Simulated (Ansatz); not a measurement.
Run report: C$_{2}$H$_{7}$OPS, nudged elastic band

- system: C$_{2}$H$_{7}$OPS, SMILES CC(O)SP
- method: RKS PBE0/def2-SVP (Ansatz 0.2.0)

It belongs to a series of runs on one base structure; here: band between the two ends. Figures and captions count atoms from 1; the log counts them from 0 in places.

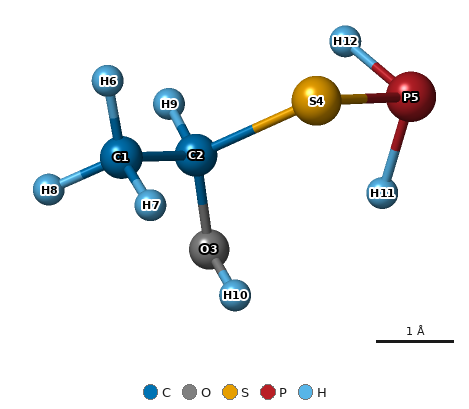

Fig. 1: The input geometry (ball-and-stick view, seen at a tilt; atoms are numbered from 1 in the order of the input).

The input
```yaml
crystal:
  periodic: [false, false, false]
  atoms:
    - { symbol: C, position_ang: [-1.680784, 0.487444, -0.222884] }
    - { symbol: C, position_ang: [-0.265711, -0.058411, -0.248447] }
    - { symbol: O, position_ang: [-0.18013, -1.36848, 0.198917] }
    - { symbol: S, position_ang: [0.791267, 1.106442, 0.736177] }
    - { symbol: P, position_ang: [2.732552, 0.27333, 0.556261] }
    - { symbol: H, position_ang: [-1.730272, 1.495409, -0.65911] }
    - { symbol: H, position_ang: [-2.059101, 0.543817, 0.810927] }
    - { symbol: H, position_ang: [-2.337885, -0.182201, -0.797758] }
    - { symbol: H, position_ang: [0.132633, -0.058732, -1.275166] }
    - { symbol: H, position_ang: [-0.497358, -1.389571, 1.1114] }
    - { symbol: H, position_ang: [2.359983, -1.098604, 0.695805] }
    - { symbol: H, position_ang: [2.811906, 0.194456, -0.872023] }
basis:
  gaussian: { orbitals: def2-SVP }
hamiltonian:
  xc: pbe0
neb:
  order_check: false
  images: 5
  f_tol: 0.05
  max_iterations: 60
  final_atoms:
    - { symbol: C, position_ang: [-1.74772945, 0.5663098, -0.2086049] }
    - { symbol: C, position_ang: [-0.35930033, -0.02930027, -0.19212017] }
    - { symbol: O, position_ang: [-0.41568175, -1.26048248, 0.43320096] }
    - { symbol: S, position_ang: [0.7560697, 1.19550296, 0.66636889] }
    - { symbol: P, position_ang: [2.65971948, 0.29380571, 0.56348792] }
    - { symbol: H, position_ang: [-1.75322456, 1.54639488, -0.70498869] }
    - { symbol: H, position_ang: [-2.11908698, 0.67987507, 0.82037052] }
    - { symbol: H, position_ang: [-2.42488197, -0.11309078, -0.74704222] }
    - { symbol: H, position_ang: [0.04460527, -0.1081872, -1.22039403] }
    - { symbol: H, position_ang: [0.4488669, -1.68266934, 0.36665038] }
    - { symbol: H, position_ang: [2.34057177, -1.01289738, 1.06361703] }
    - { symbol: H, position_ang: [2.6471719, -0.13036196, -0.8064467] }
  initial_path:
    images:
      - { positions_ang: [[-1.680784, 0.487444, -0.222884], [-0.265711, -0.058411, -0.248447], [-0.18013, -1.36848, 0.198917], [0.791267, 1.106442, 0.736177], [2.732552, 0.27333, 0.556261], [-1.730272, 1.495409, -0.65911], [-2.059101, 0.543817, 0.810927], [-2.337885, -0.182201, -0.797758], [0.132633, -0.058732, -1.275166], [-0.497358, -1.389571, 1.1114], [2.359983, -1.098604, 0.695805], [2.811906, 0.194456, -0.872023]] }
      - { positions_ang: [[-1.65509464, 0.4653008, -0.1991674], [-0.25170245, -0.05361965, -0.22901289], [-0.18745755, -1.3485975, 0.27769522], [0.8410835, 1.11739339, 0.71261746], [2.76572217, 0.30390938, 0.52707395], [-1.73812772, 1.48019366, -0.6612868], [-2.04243886, 0.54524875, 0.82752507], [-2.31565565, -0.19887143, -0.76173639], [0.12823252, -0.08590736, -1.24506735], [-0.72260326, -1.4279567, 0.95468797], [2.41917359, -1.06224504, 0.71450768], [2.83596835, 0.2100507, -0.88373753]] }
      - { positions_ang: [[-1.62940528, 0.4431576, -0.17545079], [-0.23769391, -0.0488283, -0.20957877], [-0.1947851, -1.328715, 0.35647343], [0.89089999, 1.12834478, 0.68905792], [2.79889235, 0.33448876, 0.49788691], [-1.74598345, 1.46497832, -0.6634636], [-2.02577671, 0.5466805, 0.84412314], [-2.29342629, -0.21554186, -0.72571478], [0.12383204, -0.11308273, -1.21496869], [-0.94784851, -1.4663424, 0.79797594], [2.47836418, -1.02588608, 0.73321036], [2.86003069, 0.2256454, -0.89545206]] }
      - { positions_ang: [[-1.60371592, 0.4210144, -0.15173419], [-0.22368536, -0.04403694, -0.19014466], [-0.20211265, -1.30883249, 0.43525165], [0.94071649, 1.13929617, 0.66549839], [2.83206252, 0.36506813, 0.46869986], [-1.75383917, 1.44976298, -0.6656404], [-2.00911457, 0.54811225, 0.8607212], [-2.27119694, -0.23221229, -0.68969317], [0.11943155, -0.14025809, -1.18487004], [-1.17309377, -1.5047281, 0.6412639], [2.53755477, -0.98952712, 0.75191304], [2.88409304, 0.24124009, -0.90716659]] }
      - { positions_ang: [[-1.65172043, 0.4694462, -0.17069109], [-0.26889035, -0.03912472, -0.19080317], [-0.27330235, -1.29271582, 0.43456809], [0.87916756, 1.15803177, 0.66578855], [2.77461484, 0.34131399, 0.50029588], [-1.7536343, 1.48197361, -0.67875649], [-2.04577204, 0.59203319, 0.84727098], [-2.32242528, -0.19250512, -0.70880952], [0.09448946, -0.12956779, -1.19671137], [-0.63244021, -1.56404184, 0.54972606], [2.47189377, -0.99731721, 0.85581437], [2.80511933, 0.11737274, -0.87359329]] }
      - { positions_ang: [[-1.69972494, 0.517878, -0.18964799], [-0.31409534, -0.03421249, -0.19146167], [-0.34449205, -1.27659915, 0.43388453], [0.81761863, 1.17676736, 0.66607872], [2.71716716, 0.31755985, 0.5318919], [-1.75342943, 1.51418424, -0.69187259], [-2.08242951, 0.63595413, 0.83382075], [-2.37365362, -0.15279795, -0.72792587], [0.06954737, -0.11887749, -1.2085527], [-0.09178666, -1.62335559, 0.45818822], [2.40623277, -1.0051073, 0.9597157], [2.72614562, -0.00649461, -0.84002]] }
      - { positions_ang: [[-1.74772945, 0.5663098, -0.2086049], [-0.35930033, -0.02930027, -0.19212017], [-0.41568175, -1.26048248, 0.43320096], [0.7560697, 1.19550296, 0.66636889], [2.65971948, 0.29380571, 0.56348792], [-1.75322456, 1.54639488, -0.70498869], [-2.11908698, 0.67987507, 0.82037052], [-2.42488197, -0.11309078, -0.74704222], [0.04460527, -0.1081872, -1.22039403], [0.4488669, -1.68266934, 0.36665038], [2.34057177, -1.01289738, 1.06361703], [2.6471719, -0.13036196, -0.8064467]] }
```

Launched with:
```bash
ansatz run input.yaml --threads 2 --pin off --max-ram 3072MiB --backend cpu --events-out ev --progress --plain --runs-dir out
```

The program's output
```
Engine: ansatz 0.2.0, aarch64-unknown-linux-gnu
Functional definition: PBE0
  parameter a = 0.25
  parameter kappa = 0.804
  parameter beta = 0.06672455060314922
  exchange = (1 - a)*pbe_x(kappa = kappa, mu = beta*pi^2/3) + a*exact_x
  correlation = pbe_c(beta = beta)
1212 factors; integrals over basis functions are off by at most 3.1e-4 eV
mean field evaluation 1: about -24332.9105 eV, gradient 4.8e1 eV
mean field evaluation 2: about -24329.6594 eV, gradient 6.2e1 eV
mean field evaluation 4: about -24337.8408 eV, gradient 2.3e0 eV
mean field evaluation 8: about -24337.8874 eV, gradient 1.9e-1 eV
mean field evaluation 16: about -24337.8874 eV, gradient 2.4e-5 eV
mean field -24337.88744827 eV, -894.4008669111 hartree, gradient 2.4e-5 eV, S^2 0.000000; 0 other end points of the search recorded, 0 dependent functions left out
the calculation of the forces begins
reference -24337.88747336 eV, -894.4008678335 hartree; 29, 29 occupied and 84, 84 virtual orbitals, 1212 factors
1212 factors; integrals over basis functions are off by at most 3.4e-4 eV
mean field evaluation 32: about -24337.8079 eV, gradient 2.9e-5 eV
mean field -24337.80791336 eV, -894.3979440573 hartree, gradient 2.8e-5 eV, S^2 0.000000; 0 other end points of the search recorded, 0 dependent functions left out
[... from here on the field's lines of each further geometry are left out, up to the last ...]
NEB iter   1: max|band force component| = 2.292e2 eV/Å  barrier→ = 38.0759 eV  barrier← = 37.9964 eV  Δτ_max = 0.2000 Å  (189 SCF iters)
NEB iter   2: max|band force component| = 3.483e1 eV/Å  barrier→ = 6.3869 eV  barrier← = 6.3074 eV  Δτ_max = 0.2000 Å  (148 SCF iters)
NEB iter   3: max|band force component| = 2.561e1 eV/Å  barrier→ = 3.4389 eV  barrier← = 3.3594 eV  Δτ_max = 0.1998 Å  (139 SCF iters)
NEB iter   4: max|band force component| = 1.290e1 eV/Å  barrier→ = 1.9957 eV  barrier← = 1.9162 eV  Δτ_max = 0.1817 Å  (141 SCF iters)
NEB iter   5: max|band force component| = 7.719e0 eV/Å  barrier→ = 1.1771 eV  barrier← = 1.0976 eV  Δτ_max = 0.1938 Å  (145 SCF iters)
NEB iter   6: max|band force component| = 3.567e0 eV/Å  barrier→ = 0.6016 eV  barrier← = 0.5221 eV  Δτ_max = 0.1929 Å  (140 SCF iters)
NEB iter   7: max|band force component| = 2.179e0 eV/Å  barrier→ = 0.4586 eV  barrier← = 0.3791 eV  Δτ_max = 0.0997 Å  (148 SCF iters)
NEB iter   8: max|band force component| = 1.420e0 eV/Å  barrier→ = 0.4734 eV  barrier← = 0.3939 eV  Δτ_max = 0.0508 Å  (146 SCF iters)
NEB iter   9: max|band force component| = 1.221e0 eV/Å  barrier→ = 0.3025 eV  barrier← = 0.2229 eV  Δτ_max = 0.0511 Å  (140 SCF iters)
NEB iter  10: max|band force component| = 1.051e0 eV/Å  barrier→ = 0.2343 eV  barrier← = 0.1548 eV  Δτ_max = 0.0501 Å  (138 SCF iters)
NEB iter  11: max|band force component| = 6.039e-1 eV/Å  barrier→ = 0.1896 eV  barrier← = 0.1101 eV  Δτ_max = 0.1004 Å  (145 SCF iters)
NEB iter  12: max|band force component| = 3.610e-1 eV/Å  barrier→ = 0.1951 eV  barrier← = 0.1156 eV  CI = image 2  Δτ_max = 0.0998 Å  (145 SCF iters)
NEB iter  13: max|band force component| = 3.552e-1 eV/Å  barrier→ = 0.1903 eV  barrier← = 0.1108 eV  CI = image 2  Δτ_max = 0.0949 Å  (144 SCF iters)
NEB iter  14: max|band force component| = 7.546e-2 eV/Å  barrier→ = 0.1898 eV  barrier← = 0.1103 eV  CI = image 2  Δτ_max = 0.0175 Å  (145 SCF iters)
NEB iter  15: max|band force component| = 5.458e-2 eV/Å  barrier→ = 0.1895 eV  barrier← = 0.1100 eV  CI = image 2  Δτ_max = 0.0360 Å  (117 SCF iters)
the calculation of the forces begins
reference -24337.76551109 eV, -894.3963858027 hartree; 29, 29 occupied and 84, 84 virtual orbitals, 1212 factors
1212 factors; integrals over basis functions are off by at most 4.3e-4 eV
mean field -24337.69802954 eV, -894.3939059015 hartree, gradient 7.7e-6 eV, S^2 0.000000; 1 other end points of the search recorded, 0 dependent functions left out
the calculation of the forces begins
reference -24337.69805438 eV, -894.3939068142 hartree; 29, 29 occupied and 84, 84 virtual orbitals, 1212 factors
NEB iter  16: max|band force component| = 3.510e-2 eV/Å  barrier→ = 0.1894 eV  barrier← = 0.1099 eV  CI = image 2  Δτ_max = 0.0000 Å  (269 SCF iters)
```

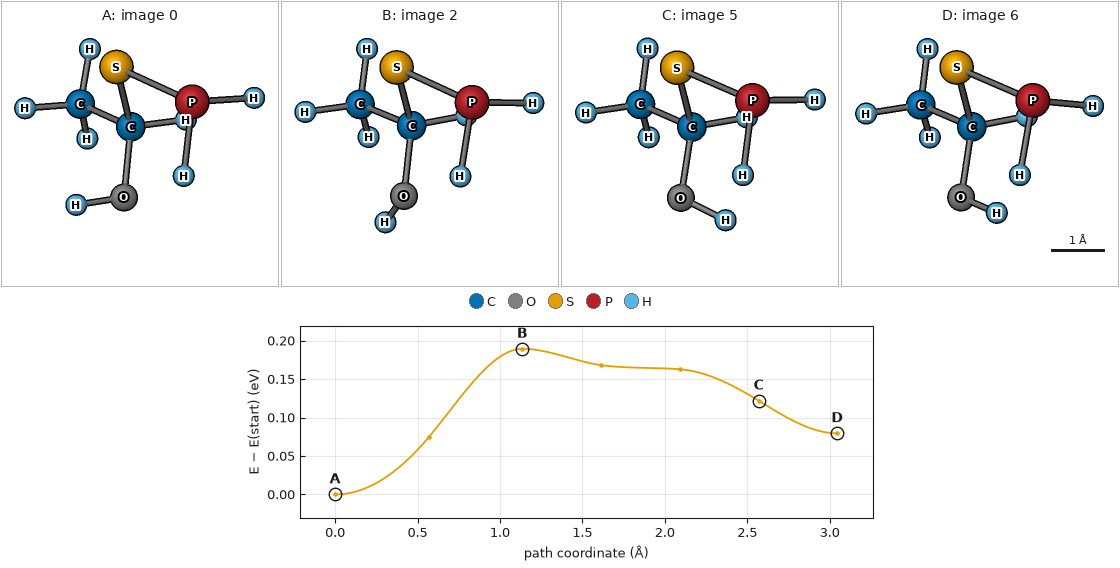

Fig. 2: Images of the last band (counted from 0; ball-and-stick, seen at a tilt) above the energy along the path; the line is a cubic interpolation that uses the forces. The highest image is number 2, 0.189 eV above the start and 0.110 eV above the end (the climbing image); the end lies 0.080 eV above the start. The path is 3.05 Å long. The band converged in 16 iterations.

```
Total energy: -24337.69805438 eV, -894.3939068142 hartree
Atom 0 at    -1.649003     0.493611    -0.140395 Å, force     0.002700     0.005237    -0.002004 eV/Å
Atom 1 at    -0.226171    -0.028139    -0.179907 Å, force     0.006380    -0.011404     0.004260 eV/Å
Atom 2 at    -0.081533    -1.252752     0.474138 Å, force    -0.003812     0.012964    -0.003068 eV/Å
Atom 3 at     0.852309     1.229264     0.615209 Å, force     0.006765     0.003239    -0.004078 eV/Å
Atom 4 at     2.787900     0.379368     0.472321 Å, force    -0.003754     0.001747     0.004859 eV/Å
Atom 5 at    -1.735109     1.457685    -0.661501 Å, force    -0.002121    -0.002070     0.001701 eV/Å
Atom 6 at    -1.979793     0.624632     0.901406 Å, force     0.001842    -0.003345     0.001594 eV/Å
Atom 7 at    -2.325654    -0.219998    -0.640147 Å, force    -0.001019    -0.001356    -0.000697 eV/Å
Atom 8 at     0.121464    -0.107150    -1.228316 Å, force    -0.000684     0.004575    -0.004243 eV/Å
Atom 9 at    -0.922833    -1.719286     0.436038 Å, force    -0.005924    -0.008893     0.002802 eV/Å
Atom 10 at     2.458772    -0.941132     0.902040 Å, force     0.000291    -0.001100     0.000160 eV/Å
Atom 11 at     2.776750     0.028796    -0.916787 Å, force    -0.000665     0.000406    -0.001285 eV/Å
Dipole moment:    -0.499842    -0.334819    -0.322554 e Å
this run last wrote the band of iteration 16 to [file]
```

The last band as extended XYZ (Å, eV, eV/Å)
```
12
Properties=species:S:1:pos:R:3:forces:R:3 image=0 energy=-24337.88745
C    -1.6808    0.4874   -0.2229   -0.0024   0.0005  -0.0012
C    -0.2657   -0.0584   -0.2484   -0.0004   0.0056   0.0062
O    -0.1801   -1.3685    0.1989    0.0003  -0.0036   0.0017
S     0.7913    1.1064    0.7362    0.0031  -0.0119  -0.0028
P     2.7326    0.2733    0.5563    0.0104   0.0078  -0.0008
H    -1.7303    1.4954   -0.6591    0.0002  -0.0004  -0.0002
H    -2.0591    0.5438    0.8109    0.0005  -0.0009  -0.0010
H    -2.3379   -0.1822   -0.7978   -0.0010   0.0004  -0.0006
H     0.1326   -0.0587   -1.2752   -0.0015  -0.0004  -0.0012
H    -0.4974   -1.3896    1.1114    0.0005   0.0015  -0.0027
H     2.3600   -1.0986    0.6958   -0.0083   0.0024  -0.0002
H     2.8119    0.1945   -0.8720   -0.0015  -0.0011   0.0027
12
Properties=species:S:1:pos:R:3:forces:R:3 image=1 energy=-24337.81299
C    -1.6572    0.4789   -0.1762   -0.0029  -0.0082  -0.0182
C    -0.2364   -0.0441   -0.2417    0.0009  -0.0174  -0.0366
O    -0.1131   -1.3512    0.2039   -0.0222  -0.0416  -0.1474
S     0.8257    1.1690    0.6852   -0.0143  -0.0268   0.0369
P     2.7712    0.3552    0.5062   -0.0153  -0.0146   0.0180
H    -1.7406    1.4661   -0.6516   -0.0038   0.0049   0.0052
H    -1.9843    0.5804    0.8723   -0.0011  -0.0240  -0.0149
H    -2.3342   -0.2183   -0.6935   -0.0052   0.0017  -0.0279
H     0.1400   -0.0310   -1.2767    0.0092   0.0419  -0.0265
H    -0.8160   -1.5377    0.8339    0.0569   0.0915   0.2197
H     2.4543   -0.9884    0.8701   -0.0001  -0.0268  -0.0182
H     2.7677    0.0659   -0.8977   -0.0021   0.0193   0.0098
12
Properties=species:S:1:pos:R:3:forces:R:3 image=2 energy=-24337.69803
C    -1.6490    0.4936   -0.1404    0.0027   0.0052  -0.0020
C    -0.2262   -0.0281   -0.1799    0.0064  -0.0114   0.0043
O    -0.0815   -1.2528    0.4741   -0.0038   0.0130  -0.0031
S     0.8523    1.2293    0.6152    0.0068   0.0032  -0.0041
P     2.7879    0.3794    0.4723   -0.0038   0.0017   0.0049
H    -1.7351    1.4577   -0.6615   -0.0021  -0.0021   0.0017
H    -1.9798    0.6246    0.9014    0.0018  -0.0033   0.0016
H    -2.3257   -0.2200   -0.6401   -0.0010  -0.0014  -0.0007
H     0.1215   -0.1071   -1.2283   -0.0007   0.0046  -0.0042
H    -0.9228   -1.7193    0.4360   -0.0059  -0.0089   0.0028
H     2.4588   -0.9411    0.9020    0.0003  -0.0011   0.0002
H     2.7767    0.0288   -0.9168   -0.0007   0.0004  -0.0013
12
Properties=species:S:1:pos:R:3:forces:R:3 image=3 energy=-24337.71931
C    -1.6665    0.5381   -0.1316   -0.0023   0.0044   0.0000
C    -0.2549   -0.0191   -0.1289   -0.0046  -0.0009   0.0028
O    -0.1474   -1.1897    0.6287   -0.0106   0.0034   0.0050
S     0.8495    1.2467    0.5942    0.0086   0.0071  -0.0049
P     2.7719    0.3648    0.4642   -0.0015  -0.0016   0.0040
H    -1.7297    1.4737   -0.7062    0.0005  -0.0011  -0.0006
H    -1.9982    0.7254    0.9003   -0.0005   0.0029   0.0016
H    -2.3554   -0.1904   -0.5899   -0.0025   0.0015   0.0026
H     0.0937   -0.1827   -1.1683   -0.0036  -0.0054   0.0031
H    -0.6578   -1.8774    0.1853    0.0206  -0.0082  -0.0140
H     2.4130   -0.9431    0.9077   -0.0019  -0.0001   0.0009
H     2.7589   -0.0014   -0.9214   -0.0022  -0.0018  -0.0005
12
Properties=species:S:1:pos:R:3:forces:R:3 image=4 energy=-24337.72464
C    -1.6959    0.5601   -0.1535   -0.0191  -0.0072  -0.0275
C    -0.2948   -0.0193   -0.1223   -0.0045  -0.0070   0.0165
O    -0.2319   -1.1747    0.6620    0.0019  -0.0007   0.0175
S     0.8221    1.2717    0.5663   -0.0115   0.0065  -0.0237
P     2.7286    0.3596    0.5104    0.0064   0.0014   0.0171
H    -1.7357    1.4798   -0.7548   -0.0045   0.0116   0.0075
H    -2.0361    0.7818    0.8683    0.0114   0.0060   0.0155
H    -2.3885   -0.1753   -0.5923    0.0073   0.0022   0.0038
H     0.0589   -0.2208   -1.1502    0.0060   0.0025  -0.0122
H    -0.2315   -1.9402    0.0798    0.0169   0.0017  -0.0135
H     2.3296   -0.9270    0.9838   -0.0017  -0.0124   0.0013
H     2.7522   -0.0508   -0.8636   -0.0087  -0.0047  -0.0022
12
Properties=species:S:1:pos:R:3:forces:R:3 image=5 energy=-24337.76549
C    -1.7261    0.5758   -0.1848    0.0062   0.0036  -0.0055
C    -0.3422   -0.0347   -0.1495   -0.0295  -0.0157   0.0248
O    -0.3875   -1.2233    0.5690   -0.0486   0.0239  -0.0383
S     0.7850    1.2379    0.6075   -0.0064  -0.0071  -0.0201
P     2.6923    0.3378    0.5652   -0.0098  -0.0170   0.0139
H    -1.7346    1.5181   -0.7499   -0.0024   0.0098   0.0077
H    -2.0759    0.7673    0.8402   -0.0068   0.0045   0.0046
H    -2.4181   -0.1374   -0.6567   -0.0118   0.0187  -0.0054
H     0.0386   -0.1991   -1.1736   -0.0145   0.0079  -0.0139
H     0.1841   -1.8683    0.1459    0.1311  -0.0011   0.0345
H     2.3186   -0.9624    1.0310    0.0076  -0.0127   0.0024
H     2.7430   -0.0669   -0.8102   -0.0151  -0.0148  -0.0046
12
Properties=species:S:1:pos:R:3:forces:R:3 image=6 energy=-24337.80791
C    -1.7477    0.5663   -0.2086    0.0032   0.0029  -0.0020
C    -0.3593   -0.0293   -0.1921    0.0009  -0.0002  -0.0039
O    -0.4157   -1.2605    0.4332    0.0018  -0.0027   0.0000
S     0.7561    1.1955    0.6664   -0.0023   0.0002  -0.0001
P     2.6597    0.2938    0.5635   -0.0001  -0.0003   0.0005
H    -1.7532    1.5464   -0.7050    0.0000  -0.0016   0.0008
H    -2.1191    0.6799    0.8204   -0.0007   0.0005   0.0022
H    -2.4249   -0.1131   -0.7470    0.0001  -0.0006  -0.0006
H     0.0446   -0.1082   -1.2204   -0.0013   0.0001   0.0038
H     0.4489   -1.6827    0.3666   -0.0026   0.0015   0.0003
H     2.3406   -1.0129    1.0636    0.0006   0.0002   0.0003
H     2.6472   -0.1304   -0.8064    0.0004   0.0000  -0.0014
```

Summary

```json
{"quantity": "outcome", "value": "converged"}
{"quantity": "barrier, forward", "value": "0.189 eV"}
{"quantity": "barrier, backward", "value": "0.110 eV"}
{"quantity": "hardware", "value": "2 threads of Arm Neoverse V1, 24 GiB of memory available, shared host"}
{"quantity": "wall time", "value": "4.4 min (CPU time 8.6 min)"}
{"quantity": "peak memory", "value": "0.27 GiB"}
```

Notes

The order of the saddle point was not checked.
